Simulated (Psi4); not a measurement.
# Two attempts at C2HN (SMILES C#C[N])

Aim: the vertical excitations of C2HN at TD-B3LYP/ANO0 (density fitting, save jk yes).

The calculation is run with Psi4 1.11.

6 further runs of the same task are left out: 6 set aside as unsound or not needed.

### Step 1. The molecule

C2HN: 4 atoms, total charge 0, spin state triplet. As SMILES, `C#C[N]`. The shape is that of a GFN2-xTB optimisation.

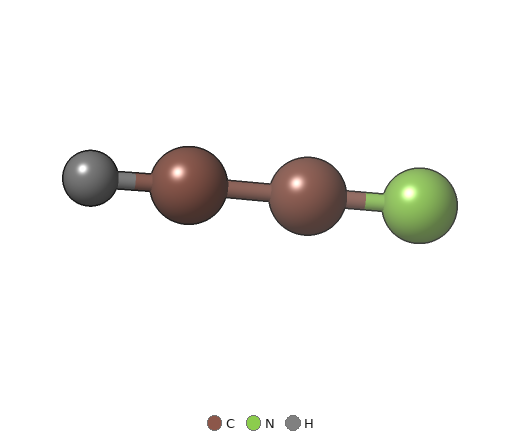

Viewed from a chosen angle; carbon brown, nitrogen green, hydrogen grey.

### Step 2. Try one

Input file c2hn.xyz:

```xyz
4
C2HN
C     -0.395460     0.475640    -0.264250
C      0.356060    -0.419630     0.235850
N      1.073050    -1.260060     0.699440
H     -1.033650     1.204050    -0.671050
```

Input file job.py:

```python
import psi4

psi4.set_memory('1600 MB')
psi4.set_num_threads(1)
psi4.set_output_file('psi4.out', False)

with open('c2hn.xyz') as f:
    atoms = ''.join(f.readlines()[2:])
geom = psi4.geometry('0 3\n' + atoms + '')

options = {'basis': 'ANO0', 'reference': 'uks', 'save_jk': True, 'diis': False, 'scf_initial_accelerator': 'none', 'guess': 'core', 'maxiter': 100}
psi4.set_options(options)

from psi4.driver.procrouting.response.scf_response import tdscf_excitations
e_tot, wfn = psi4.energy('B3LYP', molecule=geom, return_wfn=True)
states = tdscf_excitations(wfn, states=6, tda=False)
for k, s in enumerate(states, 1):
    print(f"root {k}: {s['EXCITATION ENERGY'] * 27.211386:.4f} eV  f = {s['OSCILLATOR STRENGTH (LEN)']:.4f}  {s['SYMMETRY']}")
print('E =', round(e_tot, 9))
```

Launch:

```sh
$ python job.py
```

psi4.out:

```text
Psi4 1.11 release

   => Loading Basis Set <=

    Name: ANO0
    Role: ORBITAL
    Keyword: BASIS

         ---------------------------------------------------------
                                   SCF
                              UKS Reference
                        1 Threads,   1525 MiB Core
         ---------------------------------------------------------

  ==> Geometry <==

    Molecular point group: c1
    Full point group: C1

    Geometry (in Angstrom), charge = 0, multiplicity = 3:

       Center              X                  Y                   Z               Mass
    ------------   -----------------  -----------------  -----------------  -----------------
         C           -0.741810905761     0.879607149928    -0.489243766115    12.000000000000
         C            0.009709094239    -0.015662850072     0.010856233885    12.000000000000
         N            0.726699094239    -0.856092850072     0.474446233885    14.003074004430
         H           -1.380000905761     1.608017149928    -0.896043766115     1.007825032230

  Running in c1 symmetry.

  Rotational constants: A =  32393.66686  B =      0.37537  C =      0.37537 [cm^-1]
  Rotational constants: A = 971137701.18829  B =  11253.29139  C =  11253.18501 [MHz]
  Nuclear repulsion =   47.978613917410698

[... 77 lines left out ...]
    Weights Tolerance      =       1.00E-15
[... 26 lines left out ...]
  Basis Set: (ANO0 AUX)
    Blend: DEF2-UNIVERSAL-JKFIT
    Number of shells: 81
    Number of basis functions: 245
    Number of Cartesian functions: 291
    Spherical Harmonics?: true
    Max angular momentum: 4

  Cached 100.0% of DFT collocation blocks in 0.123 [GiB].

  Minimum eigenvalue in the overlap matrix is 2.0198886305E-03.
  Reciprocal condition number of the overlap matrix is 7.1517841304E-04.
    Using symmetric orthogonalization.

  ==> Pre-Iterations <==

  SCF Guess: Core (One-Electron) Hamiltonian.

   -------------------------------------------------------
    Irrep   Nso     Nmo     Nalpha   Nbeta   Ndocc  Nsocc
   -------------------------------------------------------
     A         47      47      11       9       9       2
   -------------------------------------------------------
    Total      47      47      11       9       9       2
   -------------------------------------------------------

  ==> Iterations <==

                           Total Energy        Delta E     RMS |[F,P]|

   @DF-UKS iter   1:  -113.33884100220098   -1.13339e+02   8.91505e-02
   @DF-UKS iter   2:  -100.45251054433993    1.28863e+01   9.41412e-02
   @DF-UKS iter   3:  -108.25882522562495   -7.80631e+00   1.01261e-01
[... 6 lines of this table left out ...]
   @DF-UKS iter  10:  -100.58312580604084    6.49697e+00   9.84106e-02
[... 80 lines of further cycles ...]
   @DF-UKS iter  91:  -107.07674040708768   -6.49298e+00   1.03958e-01
   @DF-UKS iter  92:  -100.58366015981902    6.49308e+00   9.84160e-02
   @DF-UKS iter  93:  -107.07672501502452   -6.49306e+00   1.03957e-01
[... 6 lines of this table left out ...]
   @DF-UKS iter 100:  -100.58365829151849    6.49308e+00   9.84160e-02

PsiException: Could not converge SCF iterations in 100 iterations.

  Failed to converge.
```

Standard output:

```text
Traceback (most recent call last):
  File "job.py", line 15, in <module>
    e_tot, wfn = psi4.energy('B3LYP', molecule=geom, return_wfn=True)
psi4.driver.p4util.exceptions.SCFConvergenceError: Could not converge SCF iterations in 100 iterations.
```

Run time: 27 s. Hardware: 1 thread of Intel Xeon Platinum 8488C (Sapphire Rapids), shared host; peak memory 0.29 GiB.

### Step 3. Diagnosis

The run stopped without converging.

The telling line is `psi4.driver.p4util.exceptions.SCFConvergenceError: Could not converge SCF iterations in 100 iterations.`. What is wrong: the convergence aids are set badly. The sound input differs in these keys, not all of which need be the cause: diis at its default in place of no; scf initial accelerator at its default in place of none; starting guess at its default in place of core.

### Step 4. Try two

c2hn.xyz is that of step 2.

Input file job.py:

```python
import psi4

psi4.set_memory(1600000000)
psi4.set_num_threads(1)
psi4.set_output_file('output.dat', False)

with open('c2hn.xyz') as f:
    atoms = ''.join(f.readlines()[2:])
m = psi4.geometry('0 3\n' + atoms + '')

options = {'basis': 'ANO0', 'reference': 'uks', 'save_jk': True}
psi4.set_options(options)

from psi4.driver.procrouting.response.scf_response import tdscf_excitations
energy_value, wavefunction = psi4.energy('b3lyp', molecule=m, return_wfn=True)
states = tdscf_excitations(wavefunction, states=6, tda=False)
for k, s in enumerate(states, 1):
    print(f"root {k}: {s['EXCITATION ENERGY'] * 27.211386:.4f} eV  f = {s['OSCILLATOR STRENGTH (LEN)']:.4f}  {s['SYMMETRY']}")
print(f'total energy {energy_value:.8f} hartree = {energy_value * 27.211386:.5f} eV')
```

Launch:

```sh
$ python job.py
```

output.dat, cut to the lines that bear on the results:

```text
[...]
  Running in c1 symmetry.
[...]
  Nuclear repulsion =   47.978613917410698
[...]
  Multiplicity = 3
[...]
  Nalpha       = 11
  Nbeta        = 9
[...]
    Number of basis functions: 47
[...]
   @DF-UKS iter   1:  -131.32781837381975   -4.60906e-01   9.78110e-03 DIIS/ADIIS
[...]
   @DF-UKS iter  10:  -131.46069831957138   -1.93178e-08   6.87522e-07 DIIS
[...]
   @S^2 Observed:                2.052166557E+00
[...]
  @DF-UKS Final Energy:  -131.46069831957138
   => Energetics <=
    Nuclear Repulsion Energy =             47.9786139174106978
    One-Electron Energy =                -271.1910365325276757
    Two-Electron Energy =                 106.3386166433449915
    DFT Exchange-Correlation Energy =     -14.5868923477994041
    Empirical Dispersion Energy =           0.0000000000000000
    VV10 Nonlocal Energy =                  0.0000000000000000
    Total Energy =                       -131.4606983195713781
[...]
 Multipole Moments:
 ------------------------------------------------------------------------------------
     Multipole            Electronic (a.u.)      Nuclear  (a.u.)        Total (a.u.)
 ------------------------------------------------------------------------------------
 L = 1.  Multiply by 2.5417464519 to convert [e a0] to [Debye]
 Dipole X            :          0.5565461           -1.2958194           -0.7392734
 Dipole Y            :         -0.6494355            1.5099535            0.8605180
 Dipole Z            :          0.3639310           -0.8413917           -0.4774607
 Magnitude           :                                                    1.2308473
[...]
**********                               WARNING                                **********
**********       The names of excited state variables changed between 1.5       **********
[...]
**********                               WARNING                                **********
**********  Length-gauge rotatory strengths are **NOT** gauge-origin invariant  **********
[...]
                                    Excitation Energy         Total Energy        Oscillator Strength             Rotatory Strength
[...]
Excited State    1 (1 A):   0.16150 au   282.13 nm f = 0.0000
[...]
Excited State    3 (1 A):   0.17139 au   265.85 nm f = 0.0000
[...]
Excited State    4 (1 A):   0.17347 au   262.66 nm f = 0.0054
[...]
Excited State    5 (1 A):   0.17349 au   262.62 nm f = 0.0054
[...]
Excited State    6 (1 A):   0.19084 au   238.75 nm f = 0.0408
[...]
```

The script printed:

```text
root 1: 4.3946 eV  f = 0.0000  A
root 2: 4.3946 eV  f = 0.0000  A
root 3: 4.6637 eV  f = 0.0000  A
root 4: 4.7204 eV  f = 0.0054  A
root 5: 4.7210 eV  f = 0.0054  A
root 6: 5.1930 eV  f = 0.0408  A
total energy -131.46069832 hartree = -3577.22781 eV
```

Run time: 24 s. Hardware: 1 thread of Intel Xeon Platinum 8488C (Sapphire Rapids), shared host; peak memory 0.41 GiB.

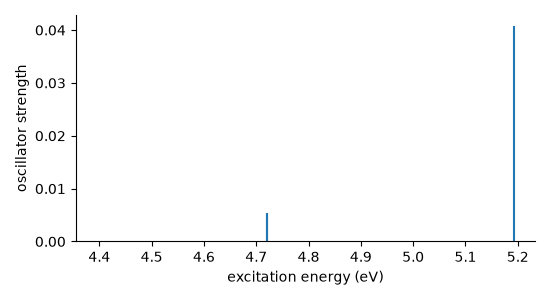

Vertical excitations as sticks.

The roots found:

```csv
excited state,energy (eV),strength,label
1,4.395,0.0000,A 1
2,4.395,0.0000,A 1
3,4.664,0.0000,A 1
4,4.720,0.0054,A 1
5,4.721,0.0054,A 1
6,5.193,0.0408,A 1
```

### Step 5. Outcome

At TD-B3LYP/ANO0 (density fitting, save jk yes):

```
                                                     quantity          value
                            ground-state or mean-field energy  -131.46070 Eh
                      dipole moment (B3LYP Kohn–Sham density)         3.13 D
HOMO energy (B3LYP Kohn–Sham orbitals) (highest over α and β)       -7.59 eV
 LUMO energy (B3LYP Kohn–Sham orbitals) (lowest over α and β)       -3.60 eV
                            ⟨S²⟩ of the reference determinant          2.052
                                     lowest excitation energy        4.39 eV
```

What this shows: The brightest of the 6 transitions from the ground state lies at 5.19 eV (239 nm, f = 0.041); the lowest, at 4.39 eV, has f = 0.000.
